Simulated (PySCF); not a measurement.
## A study: C₄H₂, SMILES `C#CC#C`

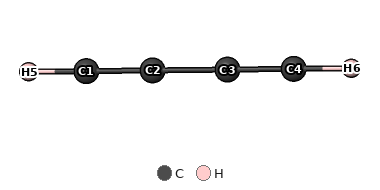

The molecule, with its atoms numbered as below. No frequency check shows the geometry to be a minimum.

Cartesian coordinates (Å):

```
C1       1.8840   -0.0000    0.0000
C2       0.6801    0.0003    0.0000
C3      -0.6801   -0.0003    0.0000
C4      -1.8840    0.0000    0.0000
H5       2.9323   -0.0003    0.0000
H6      -2.9323    0.0003    0.0000
```

## 1. Bonding charge

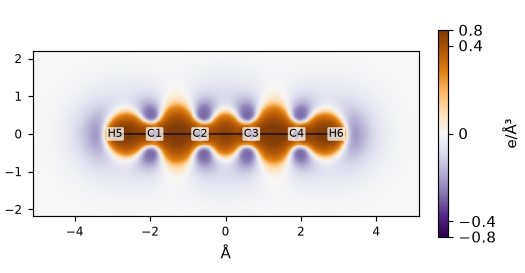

Deformation density (molecule less spherical, spin-averaged free atoms) in the molecular plane; colour scale in e/Å³, logarithmic beyond ±0.1; orange: gain, purple: loss.

Method: TPSS/cc-pVTZ; geometry: GFN2-xTB; program: PySCF.

Q: How much density has each bond in this plane gained at its critical point, relative to the free atoms?

A: C1–C2 and C3–C4: +0.83 e/Å³ at the bond critical point (bond length 1.20 Å, Mayer order 2.2). C1–H5 and C4–H6: +0.82 e/Å³ at the bond critical point (bond length 1.05 Å, Mayer order 1.0). C2–C3: +0.63 e/Å³ at the bond critical point (bond length 1.36 Å, Mayer order 1.1). In all, 1.5 electrons gather in the regions of gain relative to the promolecule.

Q: Where do the Hirshfeld charges lie?

A: The highest Hirshfeld charge is on H5 and H6 (+0.09 e), the lowest on C1 and C4 (−0.06 e).

| atom | charge (e) |
| --- | --- |
| C1 | −0.06 |
| C2 | −0.03 |
| C3 | −0.03 |
| C4 | −0.06 |
| H5 | +0.09 |
| H6 | +0.09 |

## 2. Bond critical points

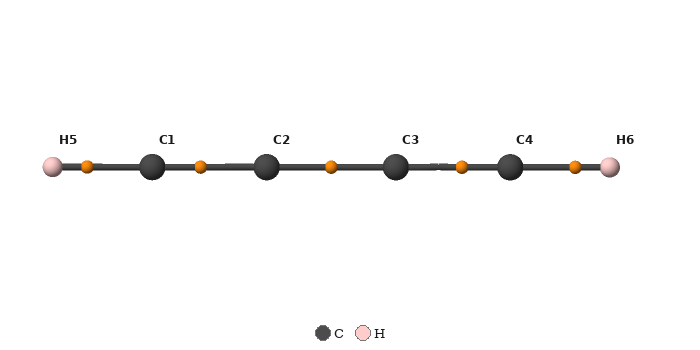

Molecular graph of the electron density (QTAIM): bond paths, bond critical points (orange), ring points (yellow, if any); weak paths are dashed.

Q: How many critical points of each kind are there, and does the count close?

A: 6 nuclei, 5 bond, 0 ring and 0 cage critical points: 6 − 5 + 0 − 0 = 1, as the Poincaré–Hopf relation requires.

Q: Give the properties at the bond critical points.

A:
| bond | length (Å) | ρ (a.u.) | ∇²ρ (a.u.) | ε | H (a.u.) |
| --- | --- | --- | --- | --- | --- |
| C1–C2 (2 alike) | 1.204 | 0.417 | −1.25 | 0.00 | −0.676 |
| C2–C3 | 1.360 | 0.322 | −1.08 | 0.00 | −0.386 |
| C1–H5 (2 alike) | 1.048 | 0.307 | −1.30 | 0.00 | −0.366 |

Q: What kind of interaction is C1–C2?

A: Shared-shell (covalent): ρ = 0.417, ∇²ρ = −1.25, H = −0.676 a.u.

## 3. Electrostatic potential

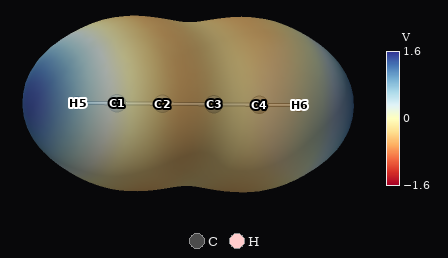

Electrostatic potential on the surface of electron density 0.001 a.u.

Q: Where are the extremes of the potential on the surface?

A: Highest: 1.52 V, 1.2 Å from H6, and at like points elsewhere. Further maxima include −0.28 V, off the C2–C3 bond (2.0 Å from its atoms), and at like points elsewhere. Lowest: −0.49 V, off the C3–C4 bond (2.0 to 2.1 Å from its atoms), and at like points elsewhere. The surface is sampled at points, so like sites can differ by a few per cent and only the strongest of them is named.

The PySCF run shown took 28 s on 1 thread of Arm Neoverse V1, with other jobs on the host.
